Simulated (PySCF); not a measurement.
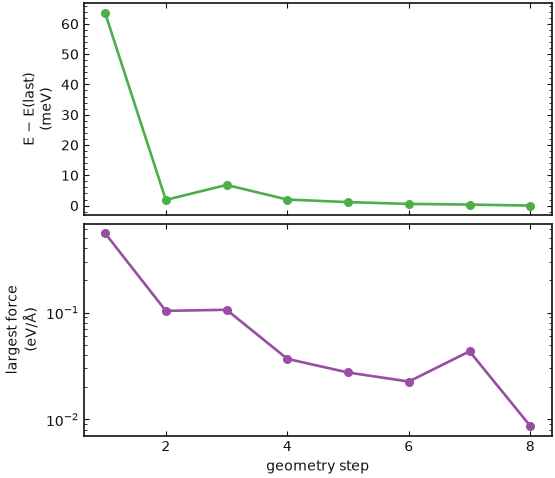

History of a geometry optimisation.

- system: C$_{7}$H$_{11}$NS (SMILES C=CC(=C)CNC(C)=S)
- method: PySCF 2.14.0, density fitting, PBE0-D3(BJ)/def2-SVP, geometry optimisation

> How did the optimisation end?

The optimisation met its thresholds at geometry 8, counting the start as the first. The energy fell by about 64 meV from the first step to the last, with a rise at step 3. The largest force goes from about 0.55 eV/Å at the start to 9 × 10⁻³ eV/Å at the end.
